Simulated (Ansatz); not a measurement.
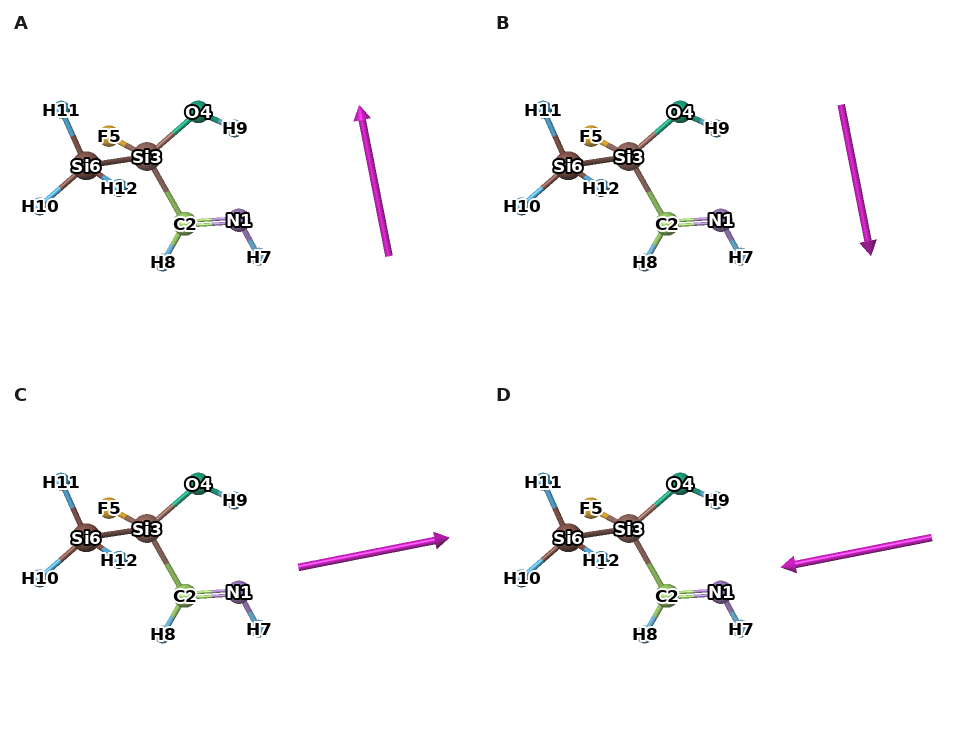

The same molecule four times, each with an arrow. The geometry was computed by an optimisation with PBE0-D4/def2-TZVP. No frequency run is at hand to confirm it as a minimum. Method: RKS PBE-D4/def2-TZVPP (Ansatz 0.2.0).

Question: Which arrow points along the dipole moment, from the negative to the positive end?

Answer: B. The dipole moment is 2.84 D; it points from the side of H11 to the side of H7 (the outermost atoms at the two ends).
